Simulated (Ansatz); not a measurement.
WH3ClO2F4: geometry relaxation (part 2 of 2)

Continued. System: WH3ClO2F4. Method: RHF/def2-SVP (Ansatz 0.2.0). It belongs to a series of runs on one base structure; here: end point B relaxed.

Geometry of the input (Å):
```
W  0.1335  0.3585  -0.4064
O  0.4545  -0.4190  2.6329
H  -0.2249  -0.9191  3.0719
O  1.7768  -0.3855  -0.3308
H  2.5787  -0.6659  0.1151
F  0.5263  1.6423  -1.6764
F  -1.4935  1.0917  0.0529
F  -0.5706  -1.1862  0.3236
F  -0.4773  -0.4240  -1.9664
Cl 0.9797  2.0240  1.0730
H  0.4613  0.4491  3.0623
```

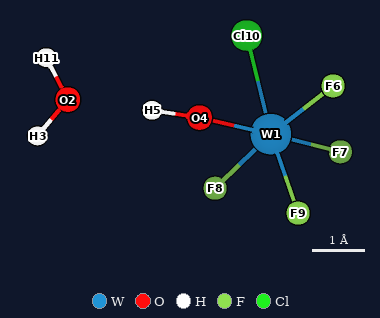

Fig. 1: The geometry at step 18 of the log (ball-and-stick view, seen at a tilt; atoms are numbered from 1 in the order of the input).

```
mean field -29244.69723140 eV, -1074.7228004862 hartree, gradient 2.5e-5 eV, S^2 0.000000; 1 other end points of the search recorded, 0 dependent functions left out
the calculation of the forces begins
reference -29244.69723140 eV, -1074.7228004862 hartree; 43, 43 occupied and 106, 106 virtual orbitals, 1535 factors
Total energy: -29244.69723140 eV, -1074.7228004862 hartree
Atom 0 at    -0.269295     0.742083    -0.682086 Å, force    -0.005558     0.006270    -0.010343 eV/Å
Atom 1 at     1.684088    -1.133725     2.783986 Å, force    -0.000019     0.001665     0.002660 eV/Å
Atom 2 at     1.366633    -1.901431     3.238341 Å, force    -0.000594     0.000745    -0.002473 eV/Å
Atom 3 at     0.546613    -0.078755     0.663770 Å, force     0.004013    -0.004658     0.000549 eV/Å
Atom 4 at     0.976885    -0.479165     1.442139 Å, force    -0.000613    -0.000615     0.001396 eV/Å
Atom 5 at     1.320668     1.191352    -1.491994 Å, force    -0.004851    -0.006400     0.001175 eV/Å
Atom 6 at    -1.128621     1.600877    -2.078223 Å, force     0.004763    -0.003767     0.012346 eV/Å
Atom 7 at    -1.938709     0.290740    -0.049379 Å, force     0.005134     0.007085    -0.001207 eV/Å
Atom 8 at    -0.311865    -0.779389    -1.724612 Å, force     0.004677     0.001621     0.001354 eV/Å
Atom 9 at    -0.319780     2.759464     0.454378 Å, force    -0.006599    -0.000989    -0.002120 eV/Å
Atom 10 at     2.217984    -0.646150     3.395479 Å, force    -0.000352    -0.000955    -0.003336 eV/Å
Dipole moment:     0.706698    -0.694872     1.494168 e Å
```

## Trajectory as extended XYZ (Å, eV, eV/Å), 10 of the 32 frames kept, from step=1 to step=32
```
11
Properties=species:S:1:pos:R:3:forces:R:3 step=1 energy=-29243.86287
W     0.1335    0.3585   -0.4064    0.3077  -0.0485  -0.0814
O     0.4545   -0.4190    2.6329   -0.1625   1.0017   0.9021
H    -0.2249   -0.9191    3.0719    0.1971   0.0742  -0.2014
O     1.7768   -0.3855   -0.3308    0.0245   0.0175   0.1392
H     2.5787   -0.6659    0.1151   -0.5968   0.1987  -0.2371
F     0.5263    1.6423   -1.6764   -0.0663  -0.1951   0.2158
F    -1.4935    1.0917    0.0529    0.3206  -0.1228  -0.0903
F    -0.5706   -1.1862    0.3236    0.0447   0.3260  -0.1116
F    -0.4773   -0.4240   -1.9664    0.0905   0.0596   0.2028
Cl    0.9797    2.0240    1.0730   -0.1846  -0.1237  -0.2615
H     0.4613    0.4491    3.0623    0.0252  -1.1876  -0.4767
11
Properties=species:S:1:pos:R:3:forces:R:3 step=4 energy=-29244.03761
W     0.1081    0.4600   -0.5602   -0.0656  -0.4090  -0.0949
O     0.6853   -0.5509    2.9721   -1.5872  -0.4563   0.5826
H    -0.1163   -1.1178    2.9741    1.5522   1.1857   0.0031
O     1.7071   -0.3280   -0.3154   -0.0861   0.0566  -0.3056
H     2.4548   -0.5832    0.2159   -0.2122   0.0367  -0.0007
F     0.5749    1.5684   -1.9625   -0.0033  -0.0843   0.4854
F    -1.5223    1.2762   -0.2894    0.2809  -0.0859  -0.2203
F    -0.6507   -0.8978    0.4569    0.1715   0.5289  -0.1523
F    -0.4678   -0.5480   -2.0046    0.0501   0.0567   0.3566
Cl    0.8855    2.1017    0.9056   -0.2276  -0.0556  -0.0671
H     0.4859    0.1852    3.5592    0.1274  -0.7736  -0.5867
11
Properties=species:S:1:pos:R:3:forces:R:3 step=8 energy=-29244.36200
W     0.0426    0.5312   -0.5590   -0.5859  -0.0981  -0.0791
O     1.0082   -0.7940    2.8899    0.0629   0.3850   0.1829
H     0.1715   -1.1558    2.6420   -0.1151  -0.1019  -0.0517
O     1.5575   -0.3082   -0.0753    0.0141   0.1350   0.0773
H     2.1698   -0.5963    0.6029   -0.3246   0.0268  -0.0837
F     0.7946    1.4782   -1.9429   -0.0937  -0.1635   0.2911
F    -1.5797    1.4062   -0.8263    0.6441  -0.3485   0.0405
F    -0.9002   -0.4735    0.6979    0.2244   0.2858  -0.3661
F    -0.4273   -0.7161   -1.8328    0.0338   0.1572   0.2238
Cl    0.5210    2.2281    0.9345   -0.0403   0.0403  -0.0157
H     0.7865   -0.0340    3.4209    0.1801  -0.3179  -0.2192
11
Properties=species:S:1:pos:R:3:forces:R:3 step=11 energy=-29244.55394
W    -0.0169    0.5884   -0.5882    0.1973   0.0155   0.0387
O     1.2642   -0.9343    2.7320   -0.6687   0.3651   0.4209
H     0.3645   -1.2572    2.6694    0.5018   0.0374  -0.0081
O     1.3853   -0.2368    0.1597    0.1302  -0.0988   0.1029
H     1.7467   -0.5990    0.9900   -0.3381   0.2004  -0.2045
F     0.9540    1.4225   -1.9003   -0.0543  -0.0808   0.0934
F    -1.5621    1.4347   -1.1463    0.0593  -0.0469   0.0422
F    -1.1044   -0.2860    0.6348   -0.0050   0.0275  -0.0222
F    -0.3670   -0.7512   -1.7974    0.0028   0.0115  -0.0027
Cl    0.2820    2.3870    0.8497   -0.0583   0.0339  -0.0329
H     1.1982   -0.2022    3.3484    0.2331  -0.4648  -0.4277
11
Properties=species:S:1:pos:R:3:forces:R:3 step=15 energy=-29244.65099
W    -0.1108    0.6634   -0.6860   -0.0312   0.1740   0.1340
O     1.4653   -1.0432    2.7832   -0.0313  -0.0405  -0.0471
H     0.7662   -1.6010    3.1009    0.0807   0.0730   0.0330
O     1.0922   -0.1720    0.3303   -0.0816  -0.0126   0.0854
H     1.3491   -0.5279    1.2057    0.0386   0.0142  -0.0713
F     1.1083    1.3662   -1.8622    0.0072  -0.0508   0.0201
F    -1.4807    1.5512   -1.5576    0.0221  -0.0649  -0.0413
F    -1.4552   -0.0537    0.3649    0.0637  -0.0021  -0.0570
F    -0.3186   -0.7367   -1.8607   -0.0322  -0.0155  -0.0382
Cl    0.0441    2.5592    0.6529    0.0008  -0.0335  -0.0151
H     1.6847   -0.4397    3.4804   -0.0367  -0.0414  -0.0025
11
Properties=species:S:1:pos:R:3:forces:R:3 step=18 energy=-29244.67654
W    -0.1702    0.6977   -0.6895    0.0621   0.1017   0.0662
O     1.5796   -1.1011    2.7926   -0.0176  -0.0120  -0.0065
H     0.9765   -1.7182    3.1849    0.0216  -0.0047   0.0028
O     0.9137   -0.1400    0.4446   -0.0522  -0.0372  -0.0041
H     1.2518   -0.5341    1.2725   -0.0033   0.0336  -0.0037
F     1.1943    1.3071   -1.7562   -0.0131  -0.0098  -0.0058
F    -1.3849    1.5839   -1.7673    0.0086  -0.0181  -0.0155
F    -1.6397    0.0740    0.2370   -0.0077  -0.0077  -0.0130
F    -0.3225   -0.7419   -1.8273   -0.0084  -0.0345  -0.0210
Cl   -0.0922    2.6375    0.5835   -0.0075  -0.0128  -0.0055
H     1.8382   -0.4991    3.4769    0.0175   0.0016   0.0060
11
Properties=species:S:1:pos:R:3:forces:R:3 step=22 energy=-29244.69054
W    -0.2179    0.7232   -0.6946    0.0021  -0.0182   0.0300
O     1.6420   -1.1241    2.7942    0.0007   0.0041   0.1513
H     1.1611   -1.8156    3.2310    0.0444   0.0498  -0.0543
O     0.7473   -0.1101    0.5430   -0.0317   0.0070  -0.0422
H     1.1302   -0.5041    1.3502   -0.0061   0.0102  -0.0051
F     1.2530    1.2573   -1.6595   -0.0260  -0.0071   0.0264
F    -1.2840    1.5998   -1.9286    0.0368  -0.0153   0.0396
F    -1.7881    0.1801    0.1070    0.0258   0.0120  -0.0341
F    -0.3172   -0.7570   -1.7899   -0.0029   0.0107   0.0166
Cl   -0.1981    2.6956    0.5237   -0.0097   0.0050  -0.0252
H     2.0163   -0.5791    3.4754   -0.0334  -0.0582  -0.1028
11
Properties=species:S:1:pos:R:3:forces:R:3 step=25 energy=-29244.69421
W    -0.2377    0.7300   -0.6927   -0.0268  -0.0131  -0.0118
O     1.6626   -1.1256    2.7939   -0.0323  -0.0685   0.1150
H     1.2562   -1.8565    3.2429    0.0526   0.0914  -0.0724
O     0.6683   -0.1087    0.5842   -0.0120   0.0517  -0.0003
H     1.0668   -0.4989    1.3850    0.0065  -0.0080  -0.0051
F     1.2818    1.2267   -1.6023   -0.0208   0.0025   0.0370
F    -1.2241    1.6140   -1.9863    0.0216  -0.0399   0.0219
F    -1.8498    0.2256    0.0462    0.0239   0.0045  -0.0385
F    -0.3194   -0.7620   -1.7733   -0.0211   0.0076  -0.0014
Cl   -0.2474    2.7179    0.4979    0.0254  -0.0061   0.0054
H     2.0872   -0.5967    3.4563   -0.0168  -0.0220  -0.0499
11
Properties=species:S:1:pos:R:3:forces:R:3 step=29 energy=-29244.69688
W    -0.2589    0.7364   -0.6853   -0.0023   0.0096  -0.0049
O     1.6791   -1.1296    2.7850    0.0013  -0.0008   0.0007
H     1.3320   -1.8854    3.2378    0.0024   0.0005   0.0018
O     0.5876   -0.0921    0.6368   -0.0027   0.0006   0.0004
H     1.0094   -0.4889    1.4221   -0.0007   0.0003  -0.0003
F     1.3085    1.2009   -1.5287   -0.0004  -0.0012   0.0023
F    -1.1605    1.6081   -2.0460    0.0023  -0.0018  -0.0009
F    -1.9107    0.2692   -0.0182   -0.0005  -0.0003  -0.0001
F    -0.3169   -0.7732   -1.7436    0.0001   0.0004   0.0024
Cl   -0.2919    2.7427    0.4734   -0.0005  -0.0046  -0.0017
H     2.1669   -0.6222    3.4185    0.0010  -0.0028   0.0003
11
Properties=species:S:1:pos:R:3:forces:R:3 step=32 energy=-29244.69723
W    -0.2693    0.7421   -0.6821   -0.0056   0.0063  -0.0103
O     1.6841   -1.1337    2.7840    0.0000   0.0017   0.0027
H     1.3666   -1.9014    3.2383   -0.0006   0.0007  -0.0025
O     0.5466   -0.0788    0.6638    0.0040  -0.0047   0.0005
H     0.9769   -0.4792    1.4421   -0.0006  -0.0006   0.0014
F     1.3207    1.1914   -1.4920   -0.0049  -0.0064   0.0012
F    -1.1286    1.6009   -2.0782    0.0048  -0.0038   0.0123
F    -1.9387    0.2907   -0.0494    0.0051   0.0071  -0.0012
F    -0.3119   -0.7794   -1.7246    0.0047   0.0016   0.0014
Cl   -0.3198    2.7595    0.4544   -0.0066  -0.0010  -0.0021
H     2.2180   -0.6462    3.3955   -0.0004  -0.0010  -0.0033
```

## Key numbers

```json
{"quantity": "outcome", "value": "converged"}
{"quantity": "total energy", "value": "−29244.6972 eV"}
{"quantity": "mean-field energy", "value": "−29244.6972 eV"}
{"quantity": "largest force (length of the vector) at the end", "value": "0.014 eV/Å"}
{"quantity": "hardware", "value": "4 threads of Arm Neoverse V2, 24 GiB of memory available, shared host"}
{"quantity": "wall time", "value": "66 s (CPU time 3.8 min)"}
{"quantity": "peak memory", "value": "0.45 GiB"}
```
